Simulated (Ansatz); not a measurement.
## Molecular dynamics, with input and output: C51H30N2 (part 1 of 3)

C51H30N2, computed with RKS revPBE-d3bjatm/def2-SVP (Ansatz 0.2.0).

The geometry comes from this level: PBE-D4/def2-SVP.

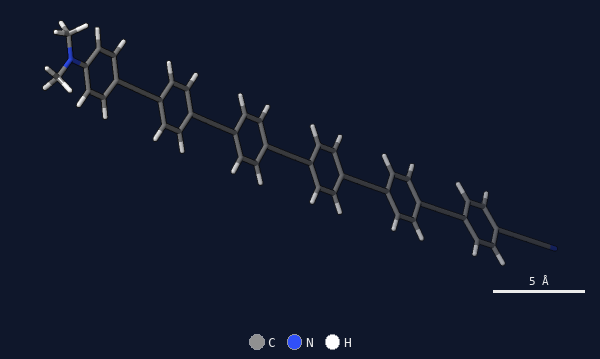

*The input geometry (stick view, seen at a tilt).*

Bond lengths as drawn: C–C 1.23 to 1.43 Å, C–H 1.10 to 1.11 Å and C–N 1.18 to 1.45 Å.

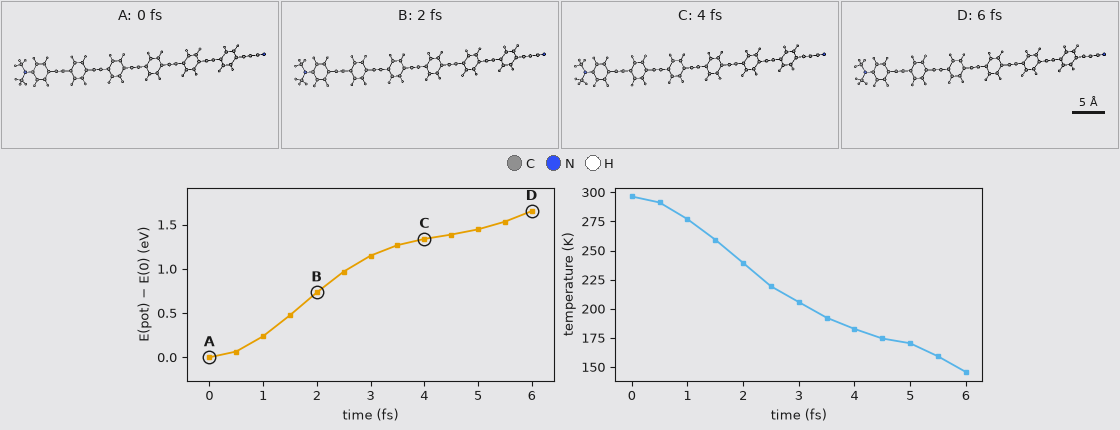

*Frames of the molecular dynamics (ball-and-stick, seen at a tilt) above the curves, on which the letters mark them.*

The trajectory kept here has 13 frames over 6 fs. The temperature starts at 296 K, ranges from 146 to 296 K and averages 176 K over the second half. The potential energy ends 1.653 eV above its first value. After an unweighted best fit of the last frame on the first, the root-mean-square displacement is 0.08 Å, and H56 has moved furthest (0.24 Å).

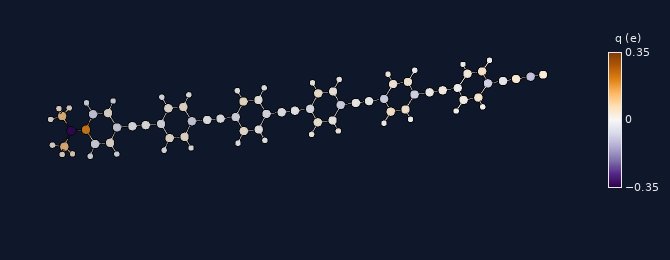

*Mulliken charges, as the colour of each atom (ball-and-stick view, seen at a tilt).*

By element: C −0.10 to +0.20, N −0.34 to +0.03 and H −0.03 to +0.04 e.

The input that produced these results follows, with the program's output.

## Input file
```yaml
crystal:
  periodic: [false, false, false]
  atoms:
    - {symbol: C, position_ang: [19.688062, -0.831616, -0.628007]}
    - {symbol: N, position_ang: [18.907591, 0.389107, -0.657358]}
    - {symbol: C, position_ang: [19.575939, 1.672053, -0.744550]}
    - {symbol: C, position_ang: [17.530060, 0.329979, -0.602204]}
    - {symbol: C, position_ang: [16.735311, 1.513556, -0.626909]}
    - {symbol: C, position_ang: [15.346022, 1.448630, -0.569912]}
    - {symbol: C, position_ang: [14.661512, 0.206983, -0.487131]}
    - {symbol: C, position_ang: [13.246126, 0.147699, -0.430430]}
    - {symbol: C, position_ang: [12.012815, 0.098993, -0.381211]}
    - {symbol: C, position_ang: [10.597439, 0.048888, -0.325215]}
    - {symbol: C, position_ang: [9.906475, -1.195894, -0.329229]}
    - {symbol: C, position_ang: [8.516264, -1.243197, -0.276345]}
    - {symbol: C, position_ang: [7.746681, -0.048183, -0.214097]}
    - {symbol: C, position_ang: [6.330142, -0.093318, -0.160003]}
    - {symbol: C, position_ang: [5.096698, -0.125842, -0.113870]}
    - {symbol: C, position_ang: [3.680094, -0.153968, -0.061814]}
    - {symbol: C, position_ang: [2.966127, -1.378943, -0.181402]}
    - {symbol: C, position_ang: [1.575110, -1.402963, -0.133857]}
    - {symbol: C, position_ang: [0.830367, -0.203468, 0.038604]}
    - {symbol: C, position_ang: [-0.587071, -0.224164, 0.086315]}
    - {symbol: C, position_ang: [-1.820843, -0.233620, 0.126491]}
    - {symbol: C, position_ang: [-3.238442, -0.234796, 0.170987]}
    - {symbol: C, position_ang: [-3.957557, 0.960059, 0.449744]}
    - {symbol: C, position_ang: [-5.348777, 0.962556, 0.492269]}
    - {symbol: C, position_ang: [-6.087104, -0.228796, 0.253769]}
    - {symbol: C, position_ang: [-7.505243, -0.222351, 0.291773]}
    - {symbol: C, position_ang: [-8.739117, -0.209499, 0.323329]}
    - {symbol: C, position_ang: [-10.156796, -0.188056, 0.358052]}
    - {symbol: C, position_ang: [-10.915008, -1.318605, -0.055793]}
    - {symbol: C, position_ang: [-12.306557, -1.293248, -0.026820]}
    - {symbol: C, position_ang: [-13.004014, -0.137667, 0.421564]}
    - {symbol: C, position_ang: [-14.421981, -0.110094, 0.450968]}
    - {symbol: C, position_ang: [-15.655635, -0.082586, 0.475593]}
    - {symbol: C, position_ang: [-17.072980, -0.048440, 0.502877]}
    - {symbol: C, position_ang: [-17.837405, -1.118580, -0.039519]}
    - {symbol: C, position_ang: [-19.228744, -1.084789, -0.015413]}
    - {symbol: C, position_ang: [-19.913862, 0.022618, 0.554870]}
    - {symbol: C, position_ang: [-21.330548, 0.058501, 0.580287]}
    - {symbol: C, position_ang: [-22.565891, 0.090429, 0.602343]}
    - {symbol: C, position_ang: [-23.933615, 0.125979, 0.626666]}
    - {symbol: N, position_ang: [-25.114224, 0.156777, 0.647639]}
    - {symbol: C, position_ang: [-19.153866, 1.093443, 1.099710]}
    - {symbol: C, position_ang: [-17.762660, 1.057725, 1.072698]}
    - {symbol: C, position_ang: [-12.246727, 0.991649, 0.838916]}
    - {symbol: C, position_ang: [-10.855449, 0.967787, 0.805454]}
    - {symbol: C, position_ang: [-5.368924, -1.423548, -0.025605]}
    - {symbol: C, position_ang: [-3.977287, -1.426905, -0.063971]}
    - {symbol: C, position_ang: [1.543605, 1.021261, 0.161044]}
    - {symbol: C, position_ang: [2.934147, 1.045620, 0.110436]}
    - {symbol: C, position_ang: [8.436074, 1.196597, -0.208596]}
    - {symbol: C, position_ang: [9.825932, 1.244004, -0.264100]}
    - {symbol: C, position_ang: [15.453878, -0.971364, -0.463804]}
    - {symbol: C, position_ang: [16.843798, -0.917077, -0.518241]}
    - {symbol: H, position_ang: [20.762753, -0.581085, -0.682523]}
    - {symbol: H, position_ang: [19.522034, -1.413869, 0.306777]}
    - {symbol: H, position_ang: [19.451804, -1.501842, -1.485467]}
    - {symbol: H, position_ang: [19.352339, 2.322485, 0.131361]}
    - {symbol: H, position_ang: [20.669030, 1.514551, -0.776775]}
    - {symbol: H, position_ang: [19.286710, 2.234838, -1.661073]}
    - {symbol: H, position_ang: [17.211817, 2.499933, -0.691552]}
    - {symbol: H, position_ang: [14.759348, 2.378758, -0.590395]}
    - {symbol: H, position_ang: [10.489222, -2.127497, -0.376077]}
    - {symbol: H, position_ang: [7.996153, -2.212420, -0.281077]}
    - {symbol: H, position_ang: [3.530907, -2.313026, -0.314708]}
    - {symbol: H, position_ang: [1.035158, -2.356271, -0.229269]}
    - {symbol: H, position_ang: [-3.397087, 1.887951, 0.633046]}
    - {symbol: H, position_ang: [-5.893573, 1.892582, 0.709319]}
    - {symbol: H, position_ang: [-10.385573, -2.217420, -0.403779]}
    - {symbol: H, position_ang: [-12.882327, -2.172142, -0.351571]}
    - {symbol: H, position_ang: [-17.313744, -1.977570, -0.483048]}
    - {symbol: H, position_ang: [-19.810736, -1.915915, -0.439028]}
    - {symbol: H, position_ang: [-19.677663, 1.952271, 1.543522]}
    - {symbol: H, position_ang: [-17.180858, 1.889285, 1.495567]}
    - {symbol: H, position_ang: [-12.776039, 1.890070, 1.188390]}
    - {symbol: H, position_ang: [-10.279385, 1.847121, 1.128203]}
    - {symbol: H, position_ang: [-5.929172, -2.351289, -0.210710]}
    - {symbol: H, position_ang: [-3.432404, -2.357115, -0.279629]}
    - {symbol: H, position_ang: [0.978858, 1.955289, 0.295279]}
    - {symbol: H, position_ang: [3.474304, 1.998837, 0.204562]}
    - {symbol: H, position_ang: [7.853199, 2.128192, -0.160880]}
    - {symbol: H, position_ang: [10.346051, 2.213069, -0.260261]}
    - {symbol: H, position_ang: [14.952442, -1.948193, -0.399731]}
    - {symbol: H, position_ang: [17.406511, -1.858892, -0.495449]}
basis:
  gaussian: {orbitals: def2-SVP, fitting: {mean_field: def2-universal-jkfit}}
hamiltonian: {xc: {name: revPBE}, dispersion: d3bjatm}
md: {timestep: 0.5 fs, n_steps: 12, ensemble: nvt_langevin, temperature: 300, initial_velocities: maxwell_boltzmann, friction: 0.01, seed: 546}
scf: {omitted_lower_state_checks: [starts]}
```

Command:
```bash
ansatz run in.yaml --threads 4 --pin off --events-out ev --progress --plain --max-ram 66560MiB --backend cuda --devices 0, --max-vram 37GiB
```

## The program's output
```
Functional definition: revPBE
  name "revPBE"
  cite "Zhang & Yang, Phys. Rev. Lett. 80, 890 (1998) doi:10.1103/PhysRevLett.80.890"
  cite "Perdew, Burke & Ernzerhof, Phys. Rev. Lett. 77, 3865 (1996) doi:10.1103/PhysRevLett.77.3865"
  parameter kappa = 1.245
  parameter beta = 0.06672455060314922
  exchange = pbe_x(kappa = kappa, mu = beta*pi^2/3)
  correlation = pbe_c(beta = beta)
these checks for a lower state are left out or cut short: starts
4519 factors; integrals over basis functions are off by at most 2.3e-1 eV
mean field evaluation 1: about -56233.1280 eV, gradient 1.4e2 eV
mean field evaluation 2: about -56212.4363 eV, gradient 1.7e2 eV
mean field evaluation 4: about -56290.2389 eV, gradient 2.8e1 eV
mean field evaluation 8: about -56292.1943 eV, gradient 6.4e-1 eV
mean field evaluation 16: about -56292.1686 eV, gradient 3.9e-3 eV
mean field -56292.16858811 eV, -2068.6990394107 hartree, gradient 2.9e-5 eV, S^2 0.000000; 0 other end points of the search recorded, 0 dependent functions left out
the calculation of the forces begins
reference -56292.16876109 eV, -2068.6990457677 hartree; 175, 175 occupied and 717, 717 virtual orbitals, 4519 factors
md step     0: t =     0.00 fs  T =   296.4 K  F+E_penalty+E_count = -56299.34150249 eV  E_kin = 3.179796 eV  (38 SCF iters)
these checks for a lower state are left out or cut short: starts, cluster_reference, orbital_swaps, neighbouring_geometries, increment
4519 factors; integrals over basis functions are off by at most 2.4e-1 eV
mean field -56292.10305989 eV, -2068.6966312930 hartree, gradient 1.5e-5 eV, S^2 0.000000; 0 other end points of the search recorded, 0 dependent functions left out
[... from here on the field's lines of each further geometry are left out, up to the last ...]
md step     1: t =     0.50 fs  T =   291.2 K  F+E_penalty+E_count = -56299.27598732 eV  E_kin = 3.124435 eV  (37 SCF iters)
md step     2: t =     1.00 fs  T =   277.0 K  F+E_penalty+E_count = -56299.10344585 eV  E_kin = 2.971526 eV  (37 SCF iters)
md step     3: t =     1.50 fs  T =   259.3 K  F+E_penalty+E_count = -56298.86592111 eV  E_kin = 2.782064 eV  (37 SCF iters)
md step     4: t =     2.00 fs  T =   239.4 K  F+E_penalty+E_count = -56298.60801995 eV  E_kin = 2.568596 eV  (37 SCF iters)
md step     5: t =     2.50 fs  T =   219.3 K  F+E_penalty+E_count = -56298.37243801 eV  E_kin = 2.353016 eV  (37 SCF iters)
md step     6: t =     3.00 fs  T =   205.8 K  F+E_penalty+E_count = -56298.19230634 eV  E_kin = 2.207722 eV  (37 SCF iters)
md step     7: t =     3.50 fs  T =   192.4 K  F+E_penalty+E_count = -56298.07341953 eV  E_kin = 2.063851 eV  (37 SCF iters)
md step     8: t =     4.00 fs  T =   182.7 K  F+E_penalty+E_count = -56298.00300640 eV  E_kin = 1.960471 eV  (37 SCF iters)
md step     9: t =     4.50 fs  T =   174.5 K  F+E_penalty+E_count = -56297.95402705 eV  E_kin = 1.872139 eV  (37 SCF iters)
md step    10: t =     5.00 fs  T =   170.4 K  F+E_penalty+E_count = -56297.89513191 eV  E_kin = 1.828282 eV  (37 SCF iters)
md step    11: t =     5.50 fs  T =   159.2 K  F+E_penalty+E_count = -56297.80823266 eV  E_kin = 1.708137 eV  (37 SCF iters)
the calculation of the forces begins
reference -56290.51669767 eV, -2068.6383335567 hartree; 175, 175 occupied and 717, 717 virtual orbitals, 4519 factors
these checks for a lower state are left out or cut short: starts
4519 factors; integrals over basis functions are off by at most 2.3e-1 eV
mean field -56290.51652418 eV, -2068.6383271811 hartree, gradient 1.2e-5 eV, S^2 0.000000; 0 other end points of the search recorded, 0 dependent functions left out
the calculation of the forces begins
reference -56290.51669767 eV, -2068.6383335566 hartree; 175, 175 occupied and 717, 717 virtual orbitals, 4519 factors
md step    12: t =     6.00 fs  T =   145.8 K  F+E_penalty+E_count = -56297.68825387 eV  E_kin = 1.564131 eV  (17 SCF iters)
Total energy: -56297.68842736 eV, -2068.9018897616 hartree
Atom 0 at    19.680138    -0.807847    -0.581602 Å, force     1.106023     0.084278    -0.358695 eV/Å
Atom 1 at    18.899822     0.382928    -0.684572 Å, force    -1.371030     0.828613     0.163643 eV/Å
Atom 2 at    19.574233     1.652269    -0.757877 Å, force     1.183580     0.455138     0.093719 eV/Å
Atom 3 at    17.501516     0.327556    -0.578183 Å, force     1.941508    -0.618183    -0.160208 eV/Å
Atom 4 at    16.762623     1.507088    -0.580003 Å, force    -1.700241     0.552406    -0.423550 eV/Å
Atom 5 at    15.365694     1.436319    -0.573054 Å, force    -0.139520    -1.059828     0.131469 eV/Å
Atom 6 at    14.664422     0.174291    -0.513202 Å, force     0.607188     1.565591     0.123851 eV/Å
Atom 7 at    13.259668     0.148689    -0.434677 Å, force    -1.622984    -0.250087    -0.121429 eV/Å
Atom 8 at    12.010431     0.108699    -0.400985 Å, force     1.332499     0.043693     0.029370 eV/Å
Atom 9 at    10.597839     0.057465    -0.341848 Å, force    -0.112916    -1.000449    -0.060642 eV/Å
Atom 10 at     9.893698    -1.209705    -0.355283 Å, force     0.335125     0.443390    -0.023468 eV/Å
Atom 11 at     8.516936    -1.234462    -0.292663 Å, force    -0.418827     0.671536     0.136557 eV/Å
Atom 12 at     7.755092    -0.020112    -0.211567 Å, force    -0.202138     0.172044    -0.175049 eV/Å
Atom 13 at     6.346055    -0.092470    -0.149354 Å, force    -0.850597    -0.040277     0.115983 eV/Å
Atom 14 at     5.108708    -0.164134    -0.086749 Å, force    -0.077632     0.364243    -0.231504 eV/Å
Atom 15 at     3.674266    -0.162954    -0.074169 Å, force     0.628266     2.184927     0.615358 eV/Å
Atom 16 at     2.977490    -1.358916    -0.185880 Å, force    -1.767968    -1.130214    -0.341928 eV/Å
Atom 17 at     1.569310    -1.392261    -0.111052 Å, force     0.427117    -1.023105    -0.267007 eV/Å
Atom 18 at     0.824387    -0.223413     0.046397 Å, force     0.536734     0.166691    -0.097008 eV/Å
Atom 19 at    -0.560848    -0.241171     0.084280 Å, force    -1.383026     0.023551     0.061986 eV/Å
Atom 20 at    -1.789538    -0.186948     0.117512 Å, force    -2.171054    -0.127654     0.187257 eV/Å
Atom 21 at    -3.269127    -0.212609     0.169531 Å, force     2.501639    -0.277974    -0.035420 eV/Å
Atom 22 at    -3.992822     0.972116     0.437651 Å, force     0.729796     0.887388     0.869743 eV/Å
Atom 23 at    -5.366354     0.970700     0.480768 Å, force    -1.752005     0.786793     0.374639 eV/Å
Atom 24 at    -6.106601    -0.230513     0.239720 Å, force     0.558232    -0.368513    -0.477482 eV/Å
Atom 25 at    -7.521019    -0.256363     0.275300 Å, force     0.838113     0.243728     0.068160 eV/Å
Atom 26 at    -8.743585    -0.209528     0.333765 Å, force     0.255945    -0.074235    -0.069927 eV/Å
Atom 27 at   -10.133825    -0.199858     0.342880 Å, force    -1.087709    -0.123880     0.204993 eV/Å
Atom 28 at   -10.879803    -1.338694    -0.044314 Å, force     0.540206     0.057094    -0.587615 eV/Å
Atom 29 at   -12.253431    -1.263794    -0.012359 Å, force    -1.923312    -1.387315    -0.257212 eV/Å
Atom 30 at   -13.017989    -0.161007     0.457221 Å, force     1.116927     1.139749    -0.123074 eV/Å
Atom 31 at   -14.434012    -0.115561     0.458126 Å, force     0.961182    -0.285334    -0.014897 eV/Å
Atom 32 at   -15.656694    -0.068098     0.481098 Å, force    -0.711477     0.039995     0.054379 eV/Å
Atom 33 at   -17.072497    -0.036044     0.516509 Å, force     1.016213    -0.062893    -0.411402 eV/Å
Atom 34 at   -17.821039    -1.075335    -0.020473 Å, force    -1.020126    -2.067467    -0.775466 eV/Å
Atom 35 at   -19.227456    -1.058706     0.001594 Å, force    -0.108963    -1.166888    -0.575877 eV/Å
Atom 36 at   -19.915259     0.002583     0.571726 Å, force    -0.340807     1.111354     0.349149 eV/Å
Atom 37 at   -21.329189     0.088689     0.571295 Å, force     0.047890    -0.480070     0.221034 eV/Å
Atom 38 at   -22.561467     0.034220     0.623210 Å, force    -0.694944     0.388111     0.023390 eV/Å
Atom 39 at   -23.938473     0.109347     0.668337 Å, force    -0.861091    -0.190292    -0.167276 eV/Å
Atom 40 at   -25.133300     0.138627     0.668972 Å, force     1.232459     0.028717     0.074748 eV/Å
Atom 41 at   -19.136422     1.053746     1.099886 Å, force    -1.111924     0.718687     0.151628 eV/Å
Atom 42 at   -17.777867     1.050452     1.024052 Å, force     0.730553     1.218354     0.800613 eV/Å
Atom 43 at   -12.264478     0.998229     0.840533 Å, force     0.883838    -0.481252    -0.540387 eV/Å
Atom 44 at   -10.844706     0.946043     0.767514 Å, force    -0.228480     0.732851     1.300008 eV/Å
Atom 45 at    -5.386535    -1.429574    -0.071935 Å, force     0.738689    -0.454324     0.853909 eV/Å
Atom 46 at    -3.940332    -1.439227    -0.020813 Å, force    -2.130575    -0.339269    -1.010096 eV/Å
Atom 47 at     1.497902     1.005081     0.121455 Å, force     1.535668     1.657799     0.627608 eV/Å
Atom 48 at     2.907670     1.094157     0.121978 Å, force     0.069181    -1.526772    -0.641414 eV/Å
Atom 49 at     8.414628     1.253526    -0.229135 Å, force     0.812020    -1.658403     0.269491 eV/Å
Atom 50 at     9.820630     1.233778    -0.271101 Å, force    -0.902522     1.011173    -0.057672 eV/Å
Atom 51 at    15.470852    -0.974033    -0.484034 Å, force    -0.921448    -1.303791     0.303293 eV/Å
Atom 52 at    16.838194    -0.929388    -0.504865 Å, force     0.980227     0.657108    -0.141027 eV/Å
Atom 53 at    20.741200    -0.504703    -0.551230 Å, force     0.152432     0.055895     0.247953 eV/Å
Atom 54 at    19.481855    -1.309289     0.387086 Å, force    -0.106066    -0.684304    -0.335791 eV/Å
Atom 55 at    19.668348    -1.406581    -1.531565 Å, force    -0.548680    -0.467597     0.611627 eV/Å
Atom 56 at    19.482984     2.365838     0.099018 Å, force    -0.357933    -0.453477     0.289021 eV/Å
Atom 57 at    20.654443     1.405145    -0.813937 Å, force    -0.039745     0.305202    -0.080671 eV/Å
Atom 58 at    19.353951     2.289751    -1.633630 Å, force    -0.317972    -0.211268    -0.451169 eV/Å
Atom 59 at    17.180532     2.495947    -0.733235 Å, force     0.489854     0.290267     0.161976 eV/Å
Atom 60 at    14.771725     2.336474    -0.617585 Å, force    -0.334465     0.652180    -0.008440 eV/Å
Atom 61 at    10.360399    -2.202875    -0.413951 Å, force     0.622934     0.285610    -0.003586 eV/Å
Atom 62 at     8.015363    -2.206803    -0.282124 Å, force    -0.292265    -0.031697    -0.023108 eV/Å
Atom 63 at     3.429568    -2.323695    -0.429843 Å, force     0.632730    -0.002182     0.198512 eV/Å
Atom 64 at     1.001755    -2.343818    -0.221131 Å, force     0.418662     0.268858     0.060186 eV/Å
Atom 65 at    -3.460694     1.885731     0.808499 Å, force    -0.102882    -0.482930    -0.641612 eV/Å
Atom 66 at    -5.949565     1.915760     0.753558 Å, force     0.707771    -1.047231    -0.318363 eV/Å
Atom 67 at   -10.322105    -2.196718    -0.462642 Å, force    -0.358843    -0.023443     0.179982 eV/Å
Atom 68 at   -12.888341    -2.104210    -0.369545 Å, force     0.480692    -0.007333     0.087577 eV/Å
Atom 69 at   -17.324678    -1.964316    -0.462873 Å, force    -0.024181     0.342010     0.144026 eV/Å
Atom 70 at   -19.908736    -1.840951    -0.397325 Å, force     0.824172    -0.137878    -0.118550 eV/Å
Atom 71 at   -19.607010     1.929397     1.540577 Å, force    -0.399421     0.266640     0.126595 eV/Å
Atom 72 at   -17.260967     1.940012     1.394688 Å, force     0.338345     0.022702     0.113621 eV/Å
Atom 73 at   -12.808712     1.921575     1.059257 Å, force     0.088541     0.167021     0.419142 eV/Å
Atom 74 at   -10.168982     1.694920     1.256715 Å, force    -0.791063     0.205902    -0.616111 eV/Å
```
